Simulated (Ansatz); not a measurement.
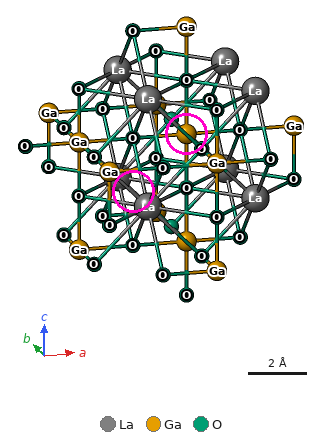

Perfect LaGaO₃. The picture is a ball-and-stick view of the atoms within 5.2 Å of one point, seen slightly off an axis.

All numbers below come from Ansatz 0.2.0, DFT, PBEsol, PAW, plane waves. Set-up: plane-wave cutoff 420 eV; k-point mesh 1 × 1 × 1; mesh shifted by (0.25, 0.25, 0.25); collinear spin. Fermi-Dirac smearing of 0.01 eV. A uniform background neutralises the charged cell. The axes drawn are those of the host's conventional cell.

A gallium atom is replaced by aluminium and an extra gallium atom is put between the host's atoms (an interstitial), the two sites 2.7 Å apart at the ringed places, in charge state +2. The supercell has 40 sites, and the atoms are relaxed at the host's cell.

### How do the neighbours respond?

In the host the Ga atom has 6 O at 1.93 Å; the Al atom ends with 6 O at 1.82 to 2.03 Å. The Ga atom starts with 4 O at 1.92 to 1.94 Å, 2 La at 1.93 to 1.94 Å around its place and ends with 3 O at 1.81 to 1.97 Å. Of the host's atoms, a lanthanum atom moves furthest from its site, by 0.77 Å. The Al atom itself moves 0.21 Å from where it was put. The Ga atom itself moves 0.86 Å from where it was put. The cell's net moment is 1.00 μB.

The relaxed defect, seen from the same direction:

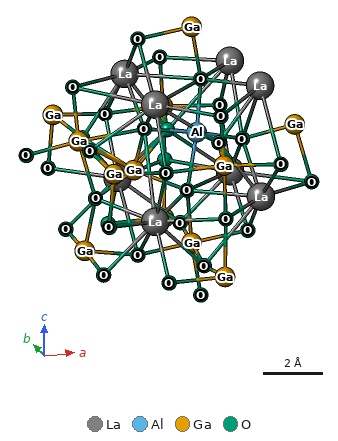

Limits of the set-up: the periodic images lie only 7.7 Å apart, so the values are limited by the cell's size; the cell is charged, on a uniform background, and energies carry no finite-size correction.
